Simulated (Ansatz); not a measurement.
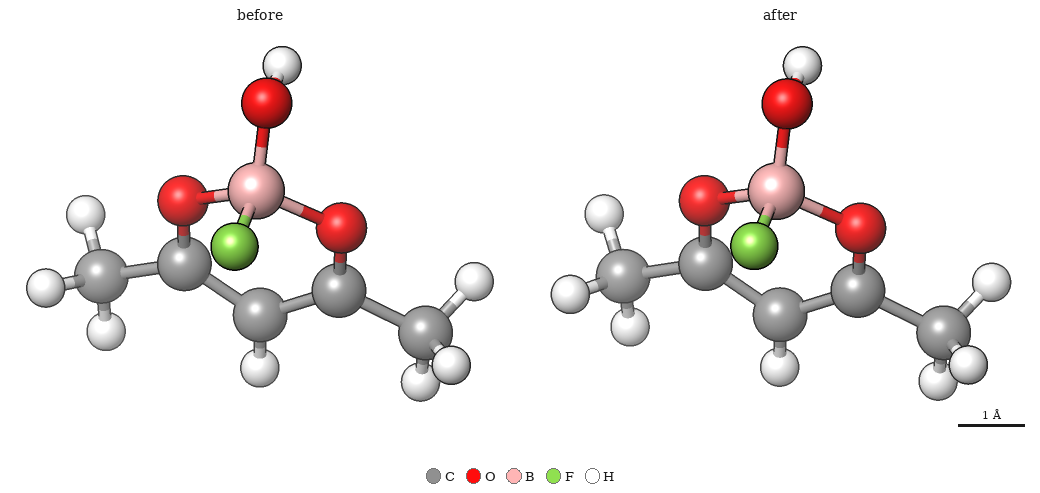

The structure of C$_{5}$H$_{8}$BFO$_{3}$ before (left) and after (right) a relaxation, at one scale.

A ball-and-stick model, seen from a free direction.

The start comes from PBE-D4/def2-SVP.

All numbers below come from Ansatz 0.2.0, RKS PBE0-D4/def2-TZVP.

Input file:
```yaml
crystal:
  periodic: [false, false, false]
  atoms:
    - {symbol: C, position_ang: [1.667357, -1.904124, -0.966222]}
    - {symbol: C, position_ang: [0.884953, -0.804576, -0.314590]}
    - {symbol: C, position_ang: [-0.215483, -0.188704, -0.937422]}
    - {symbol: C, position_ang: [-1.012503, 0.690543, -0.183134]}
    - {symbol: C, position_ang: [-2.305932, 1.246893, -0.695472]}
    - {symbol: O, position_ang: [-0.687091, 1.046810, 1.017429]}
    - {symbol: B, position_ang: [0.743434, 0.807904, 1.584556]}
    - {symbol: O, position_ang: [0.723856, 0.659109, 2.969999]}
    - {symbol: F, position_ang: [1.526459, 1.843312, 1.136604]}
    - {symbol: O, position_ang: [1.259508, -0.483548, 0.881101]}
    - {symbol: H, position_ang: [1.601517, -2.821775, -0.345174]}
    - {symbol: H, position_ang: [2.739719, -1.621570, -0.997054]}
    - {symbol: H, position_ang: [1.310534, -2.126630, -1.987738]}
    - {symbol: H, position_ang: [-0.515042, -0.479601, -1.950970]}
    - {symbol: H, position_ang: [-2.573644, 0.847703, -1.689908]}
    - {symbol: H, position_ang: [-3.116795, 1.025228, 0.027885]}
    - {symbol: H, position_ang: [-2.227830, 2.352544, -0.750228]}
    - {symbol: H, position_ang: [0.159482, -0.078017, 3.251936]}
basis:
  gaussian: {orbitals: def2-TZVP}
hamiltonian: {xc: pbe0, dispersion: d4}
relax: {f_tol: 0.005, max_steps: 150}
```

Run as
```bash
ansatz run in.yaml --threads 4 --pin off --events-out ev --progress --plain --max-ram 63488MiB --backend cuda --devices 0, --max-vram 37GiB
```

> Summarise the run.

The energy falls by 2.07 kcal/mol in 12 geometry steps. Largest force component: 0.74 eV/Å at the start, 0.0044 eV/Å at the end. The atom that moves furthest after the best rigid fit is H12 (0.12 Å). By element the largest moves are H 0.12 Å, B 0.03 Å, O 0.03 Å, F 0.03 Å, C 0.03 Å. Some distances before and after: B7–O10 1.559 → 1.536 Å, C1–H11 1.110 → 1.092 Å, C2–C3 1.406 → 1.389 Å, C3–H14 1.096 → 1.079 Å.
